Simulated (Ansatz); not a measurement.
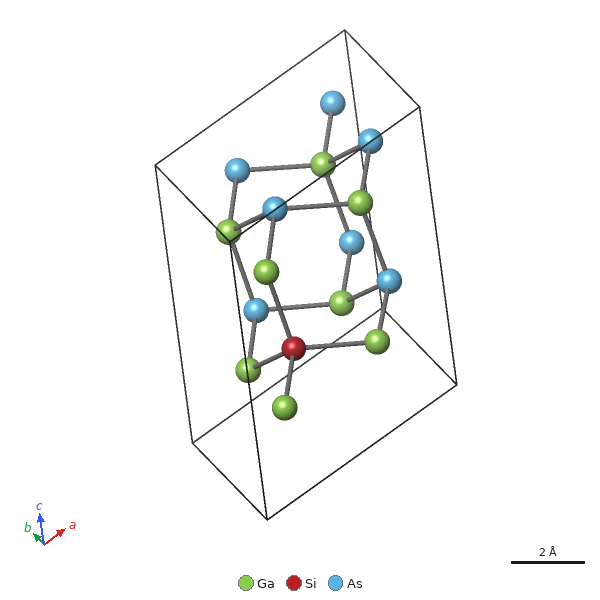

This ball-and-stick model is shown slightly off an axis. Atoms at the boundary of the supercell (the box) are drawn once for each face, edge or corner they touch. The host is GaAs, in a cell of 16 sites, and the cell is neutral.

Name the defect and give its surroundings.

Silicon on an arsenic site (a substitutional impurity). It is bonded to four Ga in a tetrahedral arrangement at about 2.3 Å.

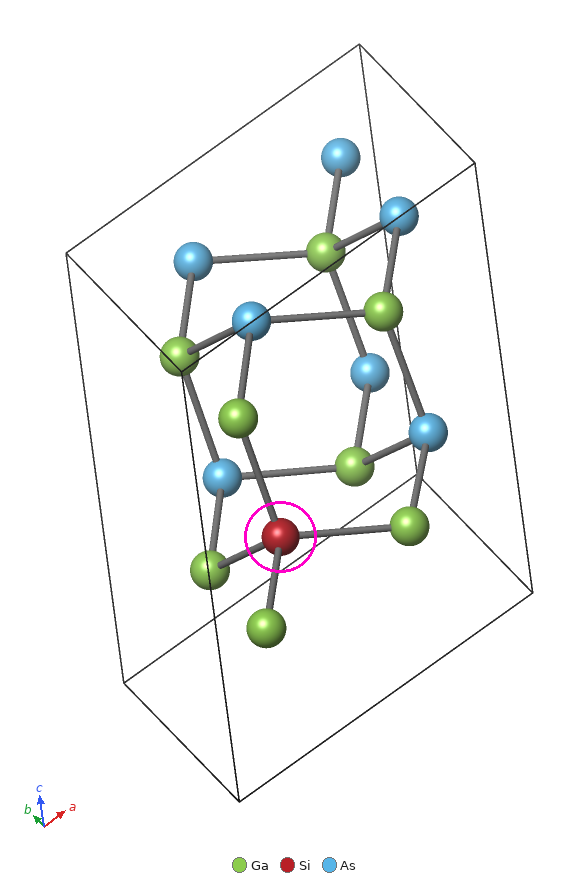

The same cell with a ring at the defect's site.

The atoms were relaxed in the host's cell with Ansatz 0.2.0, DFT LDA, scalar-relativistic, plane waves, PAW.
